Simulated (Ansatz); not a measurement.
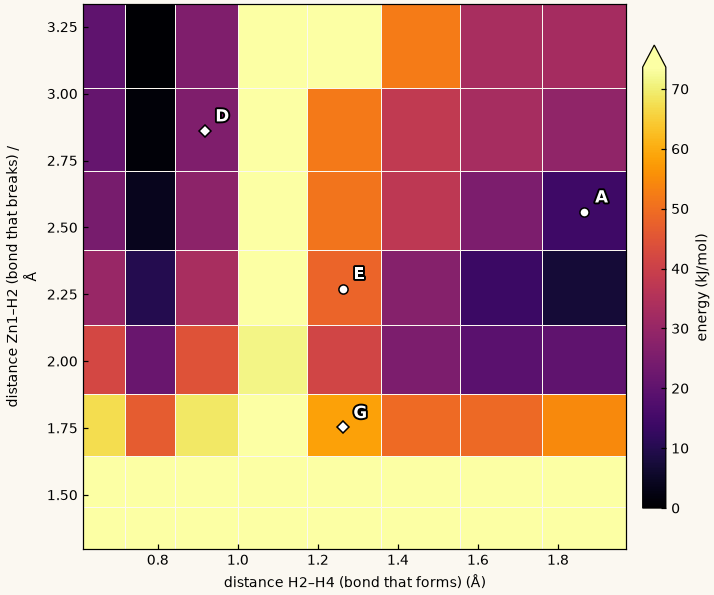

The reacting system CH6OZn (fragments CH₆OZn where the first distance is long, CH₄OZn + H₂ where the second is long). The first coordinate is: distance H2–H4 (bond that forms); the second: distance Zn1–H2 (bond that breaks). Relaxed at each point: all other coordinates. The grid has 8 × 8 points. Points are written as (first, second). All energies are given in kJ/mol relative to the lowest grid point. Energies and slopes of some neighbouring points disagree (a jump in structure or state, or too coarse a mesh). The reference is spin-restricted, so regions where a bond is pulled apart into radicals lie too high. The calculation used RKS B3LYP-D4/def2-SVP in Ansatz.

The picture shows one coloured cell a grid point, one colour for all values above the top of the scale, lettered points.

Q: Rank the lettered points by energy, lowest first.

A: A (14 kJ/mol), D (26 kJ/mol), E (48 kJ/mol), G (58 kJ/mol).
